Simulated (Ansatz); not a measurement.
**CAM-B3LYP/def2-SVP (core potential) run of CH6SiTe (SMILES C[SiH2][TeH])**

What is the electronic atomisation energy of CH6SiTe at CAM-B3LYP/def2-SVP (core potential)? 

Program for the calculation: Ansatz 0.2.0.

55 further runs of the same task are left out: 55 set aside as unsound or not needed. Runs told in other sessions of the task aren't counted.

### Step 1. Starting point

CH6SiTe: 9 atoms, total charge 0, spin state singlet. SMILES: `C[SiH2][TeH]`. The shape is that of a PBE0-D4/def2-TZVP optimisation. This is one conformer, not always the lowest.

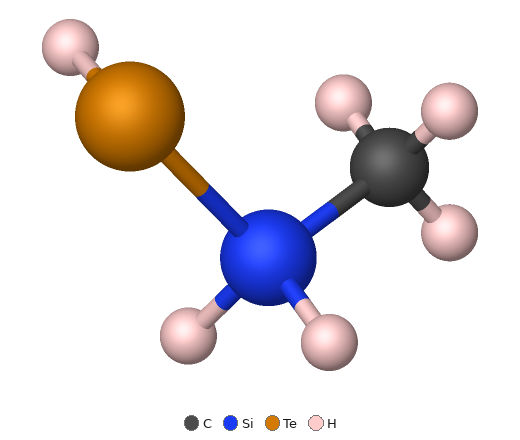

The structure, seen from a chosen angle (carbon dark grey, silicon blue, tellurium orange, hydrogen pink).

### Step 2. A single-point energy at CAM-B3LYP/def2-SVP (core potential)

run.yaml reads:

```yaml
crystal:
  periodic: [false, false, false]
  atoms:
    - {symbol: C, position_ang: [-0.793600, 0.726300, -0.609100]}
    - {symbol: Si, position_ang: [0.377700, -0.686600, -0.266400]}
    - {symbol: Te, position_ang: [1.980400, -0.179800, 1.584400]}
    - {symbol: H, position_ang: [-1.456300, 0.475200, -1.442000]}
    - {symbol: H, position_ang: [-0.240000, 1.632000, -0.862400]}
    - {symbol: H, position_ang: [-1.409800, 0.936300, 0.267700]}
    - {symbol: H, position_ang: [1.262200, -0.952200, -1.431600]}
    - {symbol: H, position_ang: [-0.380500, -1.924300, 0.053300]}
    - {symbol: H, position_ang: [0.748200, -0.073200, 2.689000]}
basis:
  gaussian:
    orbitals: def2-SVP
hamiltonian:
  xc: {name: CAM-B3LYP}
accuracy: high
output: {orbitals: {seedname: orbitals}}
```

Run with:

```sh
$ ansatz run run.yaml --threads 1 --pin off --max-ram 2610MiB --events-out events.jsonl --progress --plain --runs-dir runs
```

The program printed:

```text
Warning: RAYON_NUM_THREADS=1 ignored (pool sized by the plan → 1); use --threads N
Functional definition: CAM-B3LYP
  name "CAM-B3LYP"
  parameter alpha = 0.19
  parameter beta = 0.46
  parameter omega = 0.33/bohr
  parameter ac = 0.81
  exchange = (1 - alpha - beta)*b88_x + beta*b88_x_sr(omega) + alpha*exact_x + beta*exact_x_lr(omega)
  correlation = (1 - ac)*vwn5_c + ac*lyp_c
2131 factors; integrals over basis functions are off by at most 3.5e-9 eV
453 factors; integrals over basis functions are off by at most 1.9e-9 eV
mean field evaluation 1: about -16299.1264 eV, gradient 3.4e1 eV
mean field evaluation 2: about -16299.5922 eV, gradient 3.0e1 eV
mean field evaluation 4: about -16301.9634 eV, gradient 6.4e-1 eV
mean field evaluation 8: about -16302.0695 eV, gradient 8.4e-3 eV
mean field evaluation 16: about -16302.0695 eV, gradient 9.9e-6 eV
mean field -16302.06950647 eV, -599.0900044231 hartree, gradient 6.2e-8 eV, S^2 0.000000; 0 other end points of the search recorded, 0 dependent functions left out
reference -16302.06952650 eV, -599.0900051592 hartree; 25, 25 occupied and 63, 63 virtual orbitals, 2131 factors
Total energy: -16302.06952650 eV, -599.0900051592 hartree
```

Wall time 11 s (1 thread of Arm Neoverse V1, shared host); peak memory 0.36 GiB.

### Step 3. The C atom

run.yaml reads:

```yaml
crystal:
  periodic: [false, false, false]
  atoms:
    - symbol: C
      position_ang: [0.000000, 0.000000, 0.000000]
basis:
  gaussian: {orbitals: def2-SVP}
accuracy: high
magnetization: {spin_polarized: true, initial_magnetization: 2}
hamiltonian: {xc: {name: CAM-B3LYP}}
```

Run the same way, it converges to -37.79154 Eh (log not shown).

### Step 4. The H atom, same level

run.yaml reads:

```yaml
crystal:
  periodic: [false, false, false]
  atoms:
    - {symbol: H, position_ang: [0.000000, 0.000000, 0.000000]}
basis:
  gaussian:
    orbitals: def2-SVP
magnetization:
  spin_polarized: true
  initial_magnetization: 1
hamiltonian:
  xc: {name: CAM-B3LYP}
accuracy: high
```

Run the same way, it converges to -0.49790 Eh (log not shown).

### Step 5. The Si atom

molecule.yaml reads:

```yaml
basis:
  gaussian:
    orbitals: def2-SVP
crystal:
  periodic: [false, false, false]
  atoms:
    - symbol: Si
      position_ang: [0.000000, 0.000000, 0.000000]
magnetization:
  spin_polarized: true
  initial_magnetization: 2
hamiltonian:
  xc: {name: CAM-B3LYP}
accuracy: high
```

Run with:

```sh
$ ansatz run molecule.yaml --threads 1 --pin off --max-ram 2610MiB --events-out events.jsonl --progress --plain --runs-dir runs
```

The program printed (excerpt; [...] marks lines left out):

```text
Warning: RAYON_NUM_THREADS=1 ignored (pool sized by the plan → 1); use --threads N
[... 8 set-up lines as earlier in the session ...]
134 factors; integrals over basis functions are off by at most 2.5e-9 eV
77 factors; integrals over basis functions are off by at most 5.9e-10 eV
mean field evaluation 1: about -7871.6174 eV, gradient 1.9e0 eV
mean field evaluation 2: about -7871.6601 eV, gradient 4.9e-1 eV
mean field evaluation 4: about -7871.6647 eV, gradient 7.9e-2 eV
mean field evaluation 8: about -7871.6648 eV, gradient 3.3e-4 eV
mean field evaluation 16: about -7871.6648 eV, gradient 1.1e-8 eV
mean field -7871.66476322 eV, -289.2783444423 hartree, gradient 1.1e-8 eV, S^2 2.003001; 0 other end points of the search recorded, 0 dependent functions left out
reference -7871.66477382 eV, -289.2783448317 hartree; 8, 6 occupied and 10, 12 virtual orbitals, 134 factors
Total energy: -7871.66477382 eV, -289.2783448317 hartree
```

Run time: 0.68 s. Hardware: 1 thread of Arm Neoverse V1, shared host.

### Step 6. The Te atom at the same level

molecule.yaml reads:

```yaml
crystal:
  periodic: [false, false, false]
  atoms:
    - symbol: Te
      position_ang: [0.000000, 0.000000, 0.000000]
basis:
  gaussian: {orbitals: def2-SVP}
magnetization: {spin_polarized: true, initial_magnetization: 2}
hamiltonian: {xc: {name: CAM-B3LYP}}
accuracy: high
```

Run with:

```sh
$ ansatz run molecule.yaml --threads 1 --pin off --max-ram 2610MiB --events-out events.jsonl --progress --plain --runs-dir runs
```

The program printed (excerpt; [...] marks lines left out):

```text
Warning: RAYON_NUM_THREADS=1 ignored (pool sized by the plan → 1); use --threads N
[... 8 set-up lines as earlier in the session ...]
232 factors; integrals over basis functions are off by at most 1.6e-9 eV
94 factors; integrals over basis functions are off by at most 1.0e-9 eV
mean field evaluation 1: about -7291.8793 eV, gradient 2.0e0 eV
mean field evaluation 2: about -7291.9125 eV, gradient 5.1e-1 eV
mean field evaluation 4: about -7291.9177 eV, gradient 1.9e-1 eV
mean field evaluation 8: about -7291.9178 eV, gradient 3.3e-4 eV
mean field evaluation 16: about -7291.9178 eV, gradient 8.0e-9 eV
mean field -7291.91783975 eV, -267.9730379715 hartree, gradient 6.5e-8 eV, S^2 2.002005; 0 other end points of the search recorded, 0 dependent functions left out
reference -7291.91785001 eV, -267.9730383484 hartree; 13, 11 occupied and 13, 15 virtual orbitals, 232 factors
Total energy: -7291.91785001 eV, -267.9730383484 hartree
```

Wall time 1.5 s (1 thread of Arm Neoverse V1, shared host).

### Step 7. Results

Level: CAM-B3LYP/def2-SVP (core potential).

| quantity | value |
| --- | --- |
| molecule: total energy | -599.09001 Eh |
| molecule: HOMO energy | -7.47 eV |
| molecule: LUMO energy | 0.80 eV |
| molecule: HOMO–LUMO gap | 8.27 eV |
| C atom: total energy | -37.79154 Eh |
| C atom: ⟨S²⟩ | 2.002 |
| H atom: total energy | -0.49790 Eh |
| H atom: ⟨S²⟩ | 0.750 |
| Si atom: total energy | -289.27834 Eh |
| Si atom: ⟨S²⟩ | 2.003 |
| Te atom: total energy | -267.97304 Eh |
| Te atom: ⟨S²⟩ | 2.002 |
| electronic atomisation energy | 28.836 eV |

What this shows: Taking the molecule apart into free atoms costs 28.84 eV (2782 kJ/mol), before zero-point energy and without spin-orbit coupling.
